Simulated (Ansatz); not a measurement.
# Fields on a plane of Sc (hcp, Mg type)

```
CELL_PARAMETERS angstrom
      3.27714     0.00000     0.00000
     -1.63857     2.83808     0.00000
      0.00000     0.00000     5.08539
ATOMIC_POSITIONS crystal
  Sc 0.33333 0.66667 0.75000
  Sc 0.66667 0.33333 0.25000
```

The slice is a (0001) plane (indices of the conventional cell) through the point (0.667, 0.333, 0.250) (fractional), spanned by u = [110] and v = [1 -1 0] in vectors of this cell: u (3.28 Å) and v (5.68 Å, at 90° to u). It covers one period; positions are fractions (u, v).

Atoms on it: Sc at (0.00, 0.00); Sc at (0.50, 0.50).

Level of theory: PBEsol (plane waves to 420 eV, PAW, scalar-relativistic; Ansatz, a quantum-chemistry and plane-wave program). k mesh 16×16×9. These are valence fields of a PAW run, semicore shells included where kept as valence: close to a nucleus they are smooth pseudo fields. Sc is run without spin polarisation. Sc was relaxed with its symmetry unable to fall.

```
|99999977442200000000002244779999|
|99998866331100000000001133668899|
|77776644221100000000001122446677|
|55554422110000000000000011224455|
|22221111000000000000000000111122|
|11110000000000000000000000000011|
|00000000000000000000000000000000|
|00000000000000000000000000000000|
|00000000001111222222111100000000|
|00000000112244555555442211000000|
|00000011224466777777664422110000|
|00000011336688999999886633110000|
|00001122447799999999997744221100|
|00000022557799999999997755220000|
|00000022447799999999997744220000|
|00000011336688999999886633110000|
|00000011224466777777664422110000|
|00000000112244555555442211000000|
|00000000001111222222111100000000|
|00000000000000111111000000000000|
|00000000000000000000000000000000|
|00000000000000000000000000000000|
|22221111000000000000000000111122|
|55554422110000000000000011224455|
|77776644221100000000001122446677|
|99998866331100000000001133668899|
|99999977442211000000112244779999|
|99999977552200000000002255779999|
```
Scale: ten equal steps from -0.99 (start of '0') to 0.87 (end of '9'), in the order '0123456789'. Values: log₁₀ of the valence density in e/Å³. The map has 16 points along u (two characters each, u = 0 at the left) and 28 along v (v = 0 in the bottom row). The scale is logarithmic, as a density can span decades between atoms and voids.

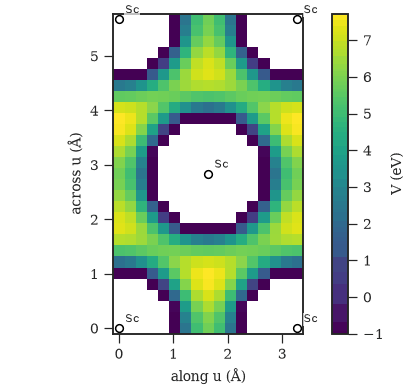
Fig. 1. Electrostatic potential energy of an electron, from the cell's mean, in eV, one period of the plane, atoms marked. Points within 1 Å of a nucleus are left white, as the pseudised field means little there. Values under -1 eV are set to -1. The zero, the cell's mean, hangs on the PAW cores.

The density on the Sc–Sc line (3.28 Å) at its midpoint is 0.12 e/Å³ and the ELF at that point comes out as 0.28.
